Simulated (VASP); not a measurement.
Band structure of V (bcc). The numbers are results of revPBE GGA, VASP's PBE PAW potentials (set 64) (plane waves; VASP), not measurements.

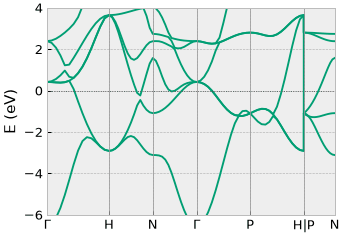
Fig. 1. Bands along high-symmetry lines, zero at the valence-band maximum or, without a gap, the Fermi level

Problem. Read the plot: is there a gap, and where are the band edges?

Solution. It has no gap at this level: it comes out as a metal or semimetal. (Edges off the drawn lines would not show.)

The compound is V in the bcc structure. It was relaxed first. The run is not spin-polarised, so no magnetic state was tried.
